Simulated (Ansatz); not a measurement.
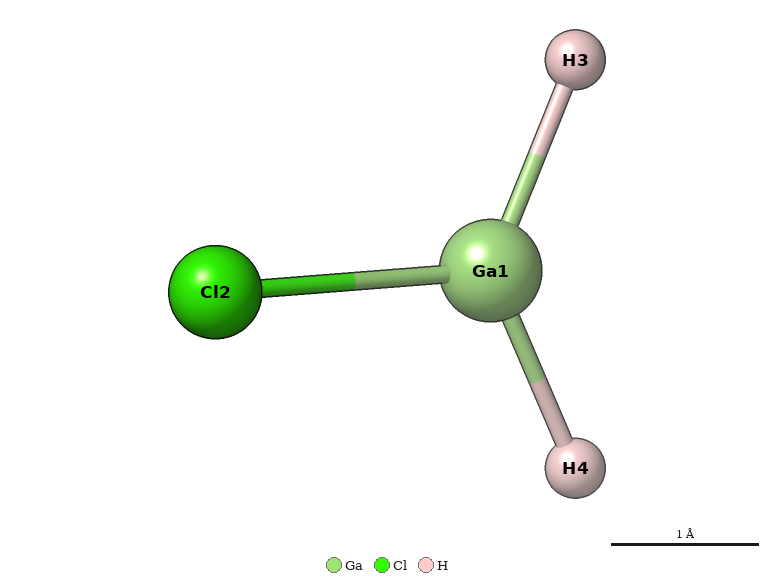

Orthographic view. Depth is shown by fading: the farther an atom, the more it takes the colour of the background. The computed structure is the end point of a PBE0-D4/def2-TZVP optimisation.

Give the geometry as a Z-matrix, atoms in numerical order, with these reference atoms: 2 to 1; 3 to 1, 2; 4 to 1, 3, 2.

```
Ga 
Cl   1   2.149
H    1   1.556   2   115.1
H    1   1.556   3   129.7   2   180.0
```
